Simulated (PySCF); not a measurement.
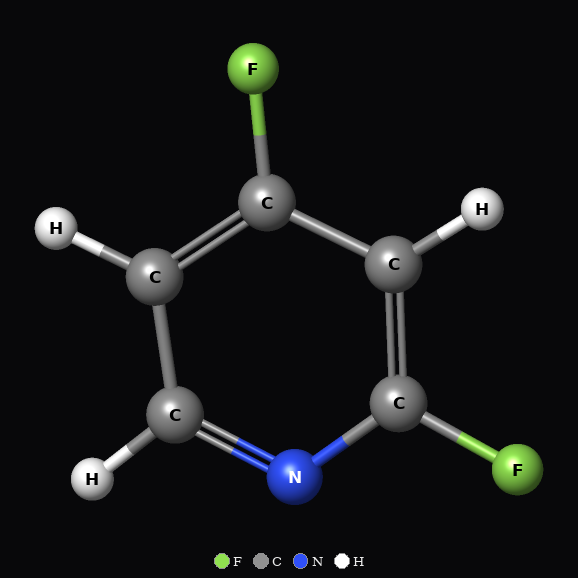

Rendered structure (ball-and-stick style).

Computed geometry: GFN2-xTB optimisation. No frequency run is at hand to confirm it as a minimum.

Question: Count the atoms of each element.

Answer: C₅H₃F₂N, 11 atoms: 5 carbon, 3 hydrogen, 2 fluorine and 1 nitrogen.

Question: Give a SMILES string for it.

Answer: Fc1ccnc(F)c1

Question: Describe its rings.

Answer: Independent rings (smallest set): 1 of 6 members, 1 of them aromatic.

Question: Name some functional groups or characteristic bonds that it holds.

Answer: Among them: C–F bond.

Question: How many bonds of each kind are drawn?

Answer: 4 C–C, 3 C–H, 2 C–F, 2 C–N.

More results for the same structure follow; atom numbers are the same in all pictures, views and colours differ.

## Shape

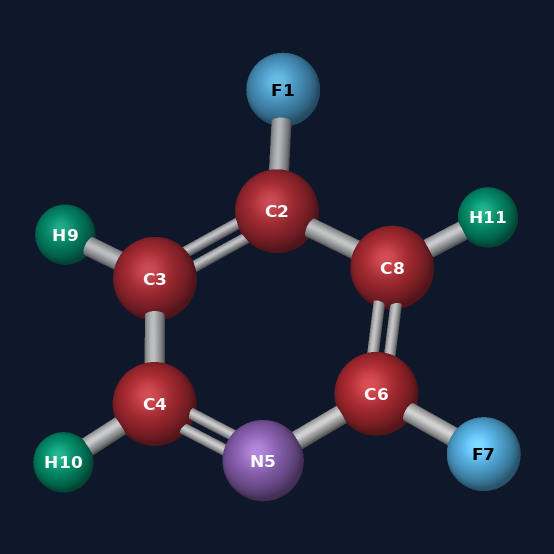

No frequency run is at hand to confirm it as a minimum.

Which atoms are bonded, and how long are the bonds?

```json
{"bond": "F1–C2", "length (Å)": "1.339", "order": "single"}
{"bond": "C2–C3", "length (Å)": "1.388", "order": "aromatic"}
{"bond": "C2–C8", "length (Å)": "1.383", "order": "aromatic"}
{"bond": "C3–C4", "length (Å)": "1.384", "order": "aromatic"}
{"bond": "C3–H9", "length (Å)": "1.077", "order": "single"}
{"bond": "C4–N5", "length (Å)": "1.323", "order": "aromatic"}
{"bond": "C4–H10", "length (Å)": "1.080", "order": "single"}
{"bond": "N5–C6", "length (Å)": "1.311", "order": "aromatic"}
{"bond": "C6–F7", "length (Å)": "1.334", "order": "single"}
{"bond": "C6–C8", "length (Å)": "1.389", "order": "aromatic"}
{"bond": "C8–H11", "length (Å)": "1.077", "order": "single"}
```

## Spin–spin coupling

No frequency run is at hand to confirm it as a minimum. Method: B3LYP/pcJ-1 indirect spin-spin coupling, non-relativistic, gas phase (PySCF 2.14.0). Isotopes: 13C, 19F, 1H, 15N.

Give the spin–spin coupling constants of these pairs, with the number of bonds between them: C4/N5, N5/C6, C6/F7, C3/N5, N5/F7, F1/C6, C2/F7, C2/N5, C4/F7, N5/H9.

```tsv
pair	bonds apart	J (Hz)
C4, N5	1	−3.4
N5, C6	1	−12.6
C6, F7	1	−306.0
C3, N5	2	2.8
N5, F7	2	−54.1
F1, C6	3	8.5
C2, F7	3	6.9
C2, N5	3	−1.7
C4, F7	3	15.9
N5, H9	3	−1.6
```

Density functionals are unreliable for couplings to fluorine, so those rows may be far off.

## Electronic properties

No frequency run is at hand to confirm it as a minimum. Level of theory: B3LYP/pcJ-1, gas phase (PySCF 2.14.0).

Question: Give the HOMO–LUMO gap at this level.

Answer: 6.50 eV.

Question: Estimate the HOMO energy (Kohn–Sham orbital).

Answer: −7.84 eV.

Question: What is the dipole moment?

Answer: 2.04 D.

## Quadrupole coupling

No frequency run is at hand to confirm it as a minimum. Electric field gradients from the ground-state density, B3LYP/pcJ-1 (PySCF 2.14.0), non-relativistic apart from any core potentials.

Give the largest field-gradient component, the quadrupole coupling constant and the asymmetry for 14N at N5 (Q = 20.44 mb).

```tsv
atom	V_zz (a.u.)	e²qQ/h (MHz)	η
N5	−1.030	−4.95	0.14
```
